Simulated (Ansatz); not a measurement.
# TiZn6Cd, from a guessed structure to a relaxed one, part 2 of 2

This structure for TiZn6Cd is made up. Its elements were placed in a known structure type with a cell scaled to their sizes. What cell does the guess relax to, and how far off was it?

Ansatz 0.2.0; DFT, PBEsol, plane-wave PAW, files of the set soft_1, scalar-relativistic, no spin, cell and ions relaxed at zero pressure; PAW set soft_1 (the session's first sound run).

So far: The structure; Relaxation of the guess.

### Step 2. Relaxation of the guess (continued)

Relaxation path:

```
step  energy less that of the first step (eV)  largest force component (eV/Å)  pressure (GPa)  volume (Å³)
   1                                   0.0000                          0.6237           -4.18       130.70
   2                                  -0.3792                          0.1364            3.61       116.63
   3                                  -0.4247                          0.0558           -0.40       121.18
   4                                  -0.4275                          0.0064           -0.03       120.58
   5                                  -0.4276                          0.0001            0.00       120.53
  6*                                  -0.4222                          0.0005            0.00       120.53
```

Relaxation steps marked * repeat the geometry before them on a plane-wave basis chosen anew for their cell, so energy and pressure can jump there.

Forces are held to the 16 operations that the run works with; a distortion that breaks them can't arise in this run.

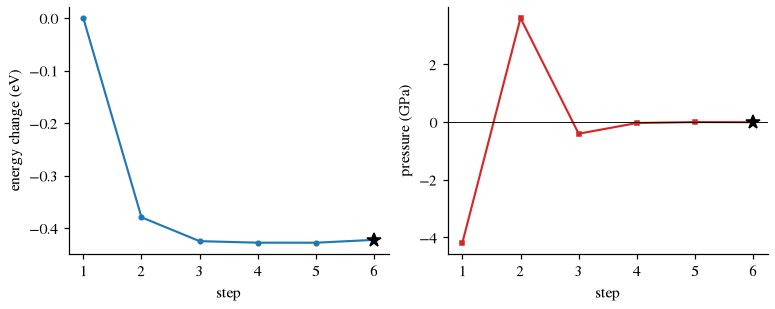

Energy and pressure along the relaxation. Stars mark steps on a basis chosen anew.

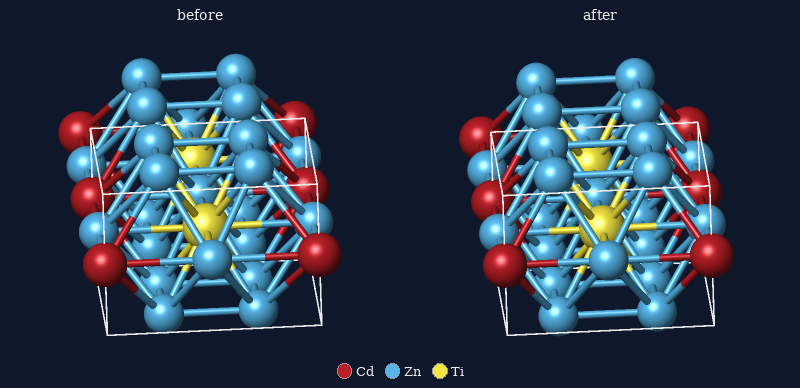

Before and after, at one scale.

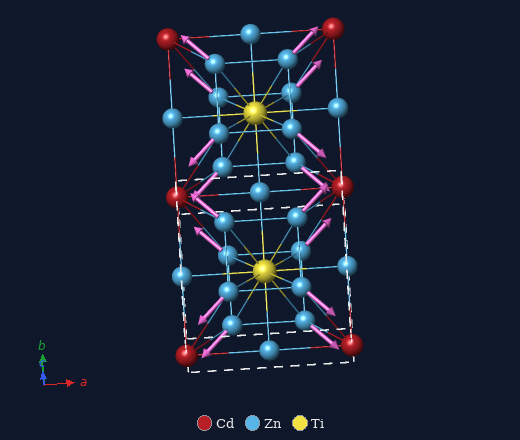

Displacements in the relaxation, exaggerated, measured against the changing cell; the longest in the cell stands for 0.14 Å. 1×2×1 cells are drawn. Some periodic images of atoms are drawn too.

```csv
"conventional cell, symmetrised",before,after,change
a (Å),5.742,5.540,-3.5 %
b (Å),5.742,5.540,-3.5 %
c (Å),3.964,3.927,-0.9 %
volume (Å³/atom),16.34,15.07,-7.8 %
```

The atoms that moved most (Å, as changes of fractional coordinates times the final cell):

| atom | dx | dy | dz | length |
| --- | --- | --- | --- | --- |
| Zn2 | 0.100 | 0.100 | 0.000 | 0.142 |
| Zn4 | 0.100 | -0.100 | 0.000 | 0.142 |
| Zn5 | -0.100 | 0.100 | 0.000 | 0.142 |
| Zn3 | -0.100 | -0.100 | 0.000 | 0.142 |

This step gave:

* free energy: -30343.7222 eV
* energy at zero smearing: -30343.7066 eV
* smearing term TS: 0.03117 eV
* Fermi energy: 12.96 eV
* electrons: 104
* symmetry operations: 16
* pressure: -0.002078 GPa

The shortest distance of each pair, which need not be the same contact before and after:

| pair | guess (Å) | relaxed (Å) |
| --- | --- | --- |
| Zn–Zn | 2.529 | 2.641 |
| Ti–Zn | 2.669 | 2.709 |
| Cd–Zn | 2.871 | 2.770 |
| Cd–Ti | 4.060 | 3.918 |
| Cd–Cd | 3.964 | 3.927 |

The relaxation ends with a largest force component of 5.3e-4 eV/Å and a pressure of 0.00 GPa.

### Step 3. Electronic structure of the relaxed cell

A second self-consistent run takes a narrower smearing and the mesh shown in its input; the bands follow along the standard path of the relaxed lattice.

This step: DFT, PBEsol, plane-wave PAW, files of the set soft_1, scalar-relativistic, no spin, bands and density of states at the relaxed cell; PAW set soft_1 (Ansatz 0.2.0).

File input.yaml:

```yaml
crystal:
  lattice:
    - [5.5403122638, 0.0, 0.0]
    - [0.0, 5.5403122638, 0.0]
    - [0.0, 0.0, 3.9266217985]
  atoms:
    - { symbol: Cd, position: [0.0, 0.0, 0.5] }
    - { symbol: Zn, position: [0.7383134003, 0.7383134003, 0.0] }
    - { symbol: Zn, position: [0.2616865997, 0.2616865997, 0.0] }
    - { symbol: Zn, position: [0.7383134003, 0.2616865997, 0.0] }
    - { symbol: Zn, position: [0.2616865997, 0.7383134003, 0.0] }
    - { symbol: Zn, position: [0.0, 0.5, 0.5] }
    - { symbol: Zn, position: [0.5, 0.0, 0.5] }
    - { symbol: Ti, position: [0.5, 0.5, 0.5] }
kpoints:
  mp_grid: { grid: [6, 6, 8] }
  band_path:
    path:
      - [[0.0, 0.0, 0.0], [0.0, 0.5, 0.0], [0.5, 0.5, 0.0], [0.0, 0.0, 0.0], [0.0, 0.0, 0.5], [0.0, 0.5, 0.5], [0.5, 0.5, 0.5], [0.0, 0.0, 0.5]]
      - [[0.0, 0.5, 0.0], [0.0, 0.5, 0.5]]
      - [[0.5, 0.5, 0.0], [0.5, 0.5, 0.5]]
    npoints: 8
scf:
  occupations: { method: fermi_dirac, width: 0.03 }
  n_extra_bands: 12
hamiltonian:
  xc: pbesol
  pseudopotentials: { kind: paw, azcp: { folder: soft_1 }, xc_functional: pbe }
output:
  forces: true
  stress: true
  write_bands: true
  dos: { projected: true }
  write_density: true
  write_potential: true
  elf: true
  volumetric_format: npy
```

Run with:

```bash
> ansatz run input.yaml --threads 4 --pin off --max-ram 10240MiB --backend cpu --events-out ev --progress --plain --runs-dir out
```

Numbers of over 12 decimals in the logs are rounded to 6 here.

The program printed:

```text
[...]
Crystal: 8 atoms, lattice volume = 120.528 Å³
Basis set: ecut = 420 eV, 2369 PW (Γ), exchange–correlation on 80×80×54 points (8 copies of the dense FFT grid, shifted against one another)
Bands: 64, of which v1, the nominal top of the filled ones, is band 52 counted from 1 (51 counted from 0)
Symmetry: 16 space group operations
[...]
k-points: 50 of 288
[...]
SCF iter   1: F=—  HF=-30348.773676 eV  |F-HF|=—  |Δ(HF+E_count)|=         —  Δρ=1.29e-1  dr2=4.74e1  ethr=3.10e-3  ⟨swp⟩=6.4  Hψ=13492  notcnv=0  defer=8
[...]
SCF iter  12: F=-30343.697324 eV  HF=-30343.697324 eV  |F-HF|=2.67e-8  |Δ(HF+E_count)|=   3.11e-8  Δρ=3.92e-6  dr2=1.32e-8  ethr=9.62e-11  ⟨swp⟩=15.7  Hψ=23670  notcnv=0
SCF 1 converged in 12 iterations: F = -30343.697324 eV  dr2 = 1.32e-8
[...]
NSCF: frozen V_eff on 75 k-points
SCF converged after 12 iterations
Free energy (F): -30343.697324 eV
[...]
Internal energy: -30343.682257 eV  (E = F + TS)
E sigma→0 (E₀):  -30343.689791 eV
Entropy (-TS):   -0.015068 eV (-1.883 meV/atom)
Fermi energy:    12.964774 eV
[...]
--- Forces (eV/Å), atoms counted from 1 ---
  atom   1  Cd     0.00000000     0.00000000     0.00000000
  atom   2  Zn    -0.01943526    -0.01943526     0.00000000
  atom   3  Zn     0.01943526     0.01943526     0.00000000
  atom   4  Zn    -0.01943526     0.01943526     0.00000000
  atom   5  Zn     0.01943526    -0.01943526     0.00000000
  atom   6  Zn     0.00000000     0.00000000     0.00000000
  atom   7  Zn    -0.00000000     0.00000000     0.00000000
  atom   8  Ti     0.00000000     0.00000000     0.00000000
  max |Σ_I F_I| component: 3.47e-18 eV/Å
--- Stress (GPa, compression-positive) ---
       -0.189468       0.000000       0.000000
        0.000000      -0.189468       0.000000
        0.000000       0.000000       0.410782
  P = ⅓ Tr σ = 0.0106 GPa (0.106 kbar)
--- Band table (eV; the first three rows and the last of 50) ---
  k-point 0: bands = [... 48 lower, 12.1849, 12.2344, 12.2344, 12.6161, 12.7031, 13.3306, 13.3306, 14.6645, ... 8 higher]
  k-point 1: bands = [... 48 lower, 10.8645, 12.1644, 12.1644, 12.6681, 13.1995, 13.4387, 13.4387, 14.3562, ... 8 higher]
  k-point 2: bands = [... 48 lower, 9.6936, 11.8551, 11.8551, 12.8127, 13.2165, 13.4950, 13.7586, 13.7586, ... 8 higher]
  k-point 49: bands = [... 48 lower, 8.5292, 8.5292, 9.9759, 12.8884, 13.8367, 13.8367, 13.9840, 14.3507, ... 8 higher]
```

Wall time 21 s (4 threads of Arm Neoverse V1, shared host); peak memory 0.75 GiB.

This step gave:

- free energy: -30343.6973 eV
- energy at zero smearing: -30343.6898 eV
- smearing term TS: 0.01507 eV
- pressure: 0.01062 GPa

bands.tsv at the labelled points (eV, zero at the Fermi level; the bands that come nearest the Fermi level along the path):

| point | band 49 | band 50 | band 51 | band 52 | band 53 | band 54 | band 55 | band 56 |
| --- | --- | --- | --- | --- | --- | --- | --- | --- |
| Γ | -0.78 | -0.73 | -0.73 | -0.35 | -0.26 | 0.37 | 0.37 | 1.70 |
| X | -3.09 | -0.84 | -0.70 | 0.40 | 1.17 | 1.29 | 1.38 | 2.13 |
| M | -0.48 | -0.19 | -0.19 | 0.49 | 2.52 | 2.70 | 2.76 | 2.76 |
| Γ | -0.78 | -0.73 | -0.73 | -0.35 | -0.26 | 0.37 | 0.37 | 1.70 |
| Z | -2.57 | -2.55 | -2.55 | -2.19 | 0.13 | 0.57 | 0.99 | 0.99 |
| R | -2.00 | -1.87 | -0.98 | -0.72 | -0.35 | -0.21 | 0.01 | 1.32 |
| A | -4.44 | -4.44 | -2.99 | -0.08 | 0.87 | 0.87 | 1.02 | 1.39 |
| Z | -2.57 | -2.55 | -2.55 | -2.19 | 0.13 | 0.57 | 0.99 | 0.99 |
| X | -3.09 | -0.84 | -0.70 | 0.40 | 1.17 | 1.29 | 1.38 | 2.13 |
| R | -2.00 | -1.87 | -0.98 | -0.72 | -0.35 | -0.21 | 0.01 | 1.32 |
| M | -0.48 | -0.19 | -0.19 | 0.49 | 2.52 | 2.70 | 2.76 | 2.76 |
| A | -4.44 | -4.44 | -2.99 | -0.08 | 0.87 | 0.87 | 1.02 | 1.39 |

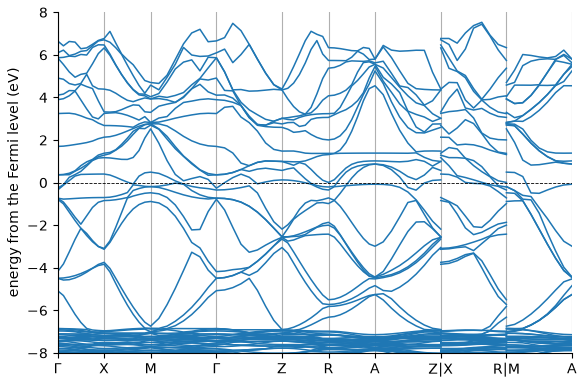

Bands along the path. 13 bands lie wholly below the window drawn.

Counts of states for the cell as run, both spins, by energy window (eV from the Fermi level):

| from | to | total |
| --- | --- | --- |
| -8 | -7 | 51.92 |
| -7 | -6 | 4.94 |
| -6 | -5 | 1.66 |
| -5 | -4 | 1.94 |
| -4 | -3 | 2.07 |
| -3 | -2 | 2.59 |
| -2 | -1 | 3.17 |
| -1 | 0 | 2.92 |
| 0 | 1 | 4.62 |
| 1 | 2 | 3.80 |
| 2 | 3 | 2.53 |
| 3 | 4 | 4.02 |

Below -8 eV lie 32.7 more states.

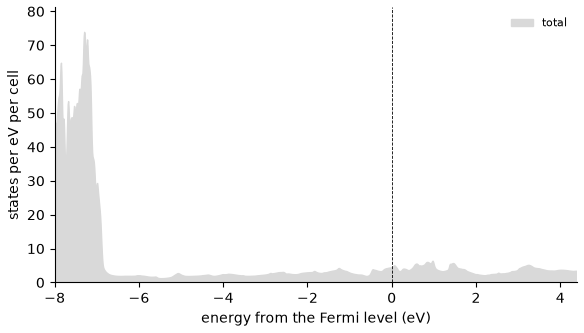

Total density of states, smoothed over about 0.04 eV.

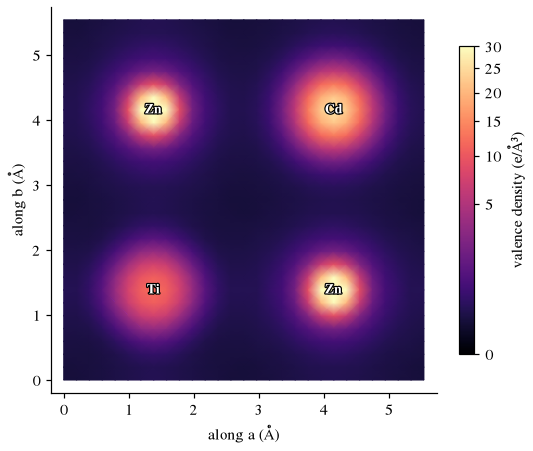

Valence density in the ab plane at fractional z = 0.500, with atoms of Cd and Zn and Ti within 0.2 Å of it. It is the smooth field of the valence electrons, not physical close to the nuclei. The map starts off the cell's origin, so that atoms lie inside it. The colour scale is stretched toward low values.

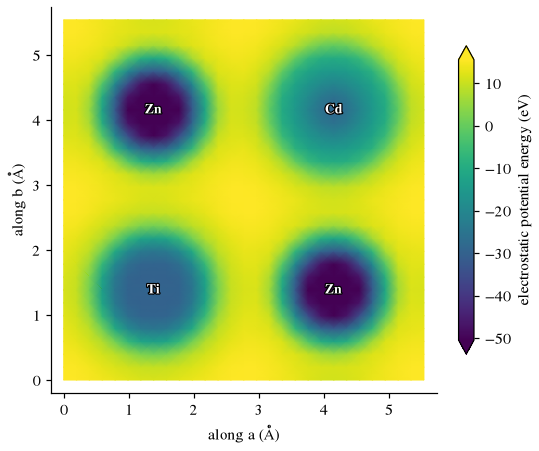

Electrostatic potential energy in the ab plane at fractional z = 0.500, with atoms of Cd and Zn and Ti within 0.2 Å of it. With pseudopotentials it is smooth inside the atoms' cores, unlike the true potential. The map starts off the cell's origin, so that atoms lie inside it.

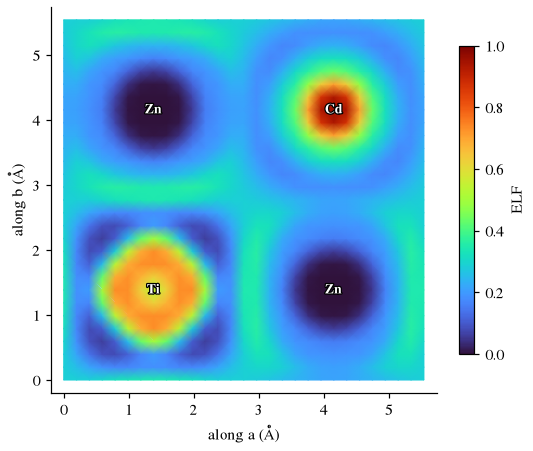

ELF in the ab plane at fractional z = 0.500, with atoms of Cd and Zn and Ti within 0.2 Å of it. It is the smooth field of the valence electrons, not physical close to the nuclei. The map starts off the cell's origin, so that atoms lie inside it.

### Step 4. Results

| Item | Value |
| --- | --- |
| space group, relaxed | P4/mmm |
| conventional cell | a = 5.540, b = 5.540, c = 3.927 Å; α = 90.0°, β = 90.0°, γ = 90.0° |
| volume per atom | 15.07 Å³ (guess 16.34) |

TiZn6Cd relaxes to P4/mmm with a = 5.540, b = 5.540 and c = 3.927 Å. The guessed volume was 8 % too large. The space group P4/mmm was held in the relaxation, so the end point is a stationary structure within it and may be a saddle against distortions or other arrangements. Bands cross the Fermi level, so it is a metal or semimetal at this level. On the 6×6×8 mesh with the narrower smearing (relaxed on 5×5×7) the largest force component is 0.019 eV/Å and the largest stress component is 0.411 GPa, against the relaxation's thresholds of 0.015 eV/Å and 0.05 GPa. The cutoff wasn't tested. No dispersion term is used, so weakly bound directions may come out too long. The runs have no spin, and magnetism wasn't tested. Nothing here tests whether the compound is stable against decomposition.

[Logs are printed without paths, hosts, clocks, repeated set-up lines and the standing remarks that a program may print on its own settings, such as how far it seeks lower states.]

[Hosts, paths, dates, database ids (printed as entryN), source tags and the programs' standing remarks are cut or masked in the printed files.]
